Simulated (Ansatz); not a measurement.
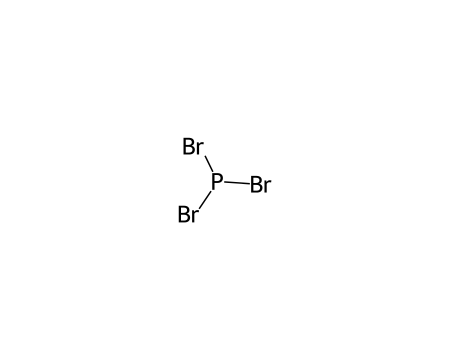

2D structure.

**Transcribe the drawing into SMILES.**

BrP(Br)Br

**Give the formula, hydrogens included.**

PBr3.

**An optimisation with PBE0-D4/def2-TZVP gave a structure of which point group?**

C3v.

The parts below concern this one geometry. Atoms keep their numbers from picture to picture. Computed geometry: PBE0-D4/def2-TZVP optimisation.

### Vibrations

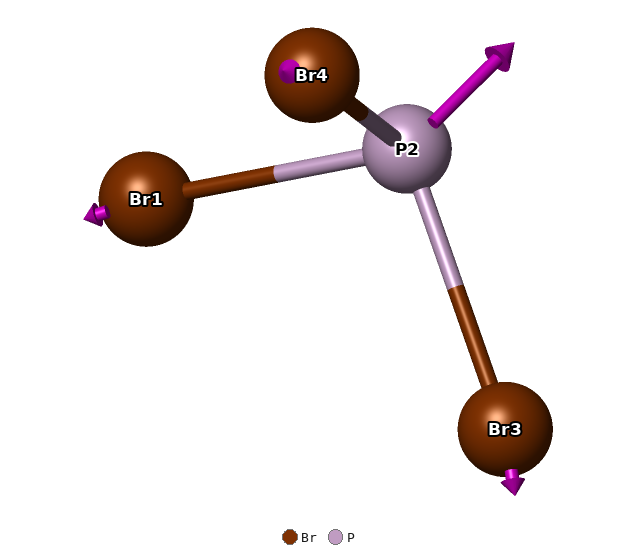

The arrows show one normal mode. Harmonic vibrations computed with RKS PBE0-D4/def2-TZVP (Ansatz 0.2.0) at a stationary point of the same level.

**At what wavenumber does it lie?**

398 cm⁻¹; it is mode 4 of 6 counted from the lowest.

### Electronic properties

Level of theory: RKS PBE0-D4/def2-TZVPP (Ansatz 0.2.0).

Computed properties:

- HOMO energy (Kohn–Sham orbital): −7.87 eV
- LUMO energy (Kohn–Sham orbital): −2.07 eV
- HOMO–LUMO gap: 5.80 eV

### Charges

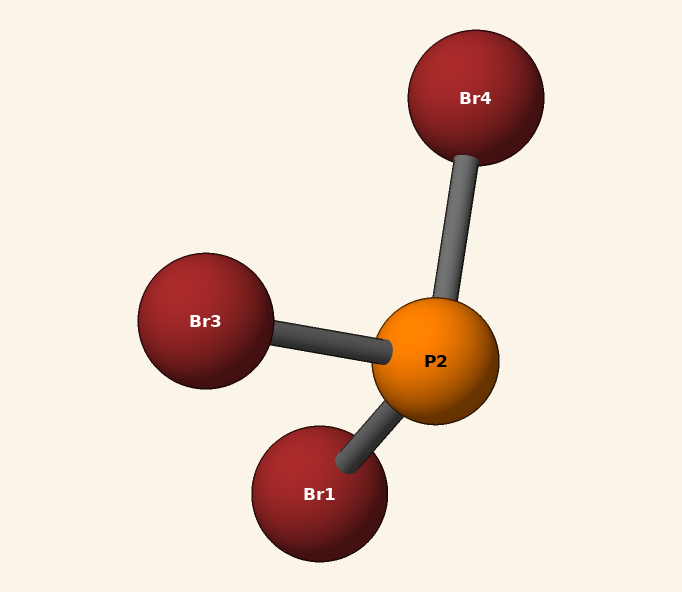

The questions are on Mulliken charges. Method: RKS r2SCAN-D4/def2-TZVPP (Ansatz 0.2.0).

Give the Mulliken charges atom by atom.

```json
{"atom": "Br1", "value (e)": "−0.12"}
{"atom": "P2", "value (e)": "0.36"}
{"atom": "Br3", "value (e)": "−0.12"}
{"atom": "Br4", "value (e)": "−0.12"}
```

Mulliken values depend strongly on the basis set and can even reverse the polarity of a bond.
